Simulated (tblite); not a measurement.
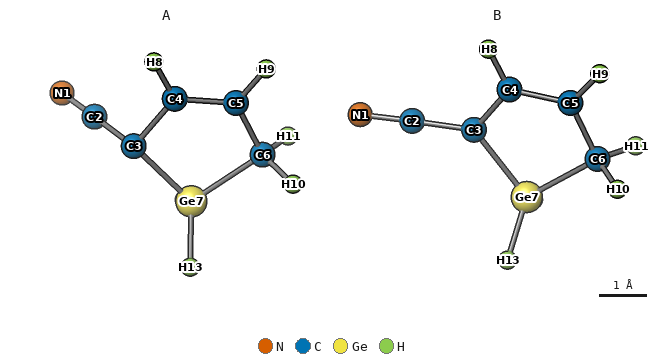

Two geometries of C5H6GeN (multiplicity 2), drawn at one scale. One is the start of a relaxation, the other its converged end. The picture is a ball-and-stick view, seen at a tilt.

These are results of GFN2-xTB geometry optimisation, gas phase (tblite), not measurements. 

### Which geometry has the lower energy?

Structure B is the relaxed one. Over 68 geometry steps the energy falls by 1.013 eV. The N atom moves most after the best rigid fit: 1.17 Å. Largest moves by element: N 1.17 Å, C 0.63 Å, H 0.57 Å, Ge 0.26 Å. Among the contacts that change: C–C 1.499 → 1.408 Å, C–C 1.459 → 1.375 Å, C–Ge 1.932 → 1.992 Å, Ge–H 1.563 → 1.504 Å. Among the angles between lasting bonds that change: C–C–Ge 109.0° → 127.6°, C–C–C 109.9° → 123.4°, H–Ge–H 115.5° → 107.8°.
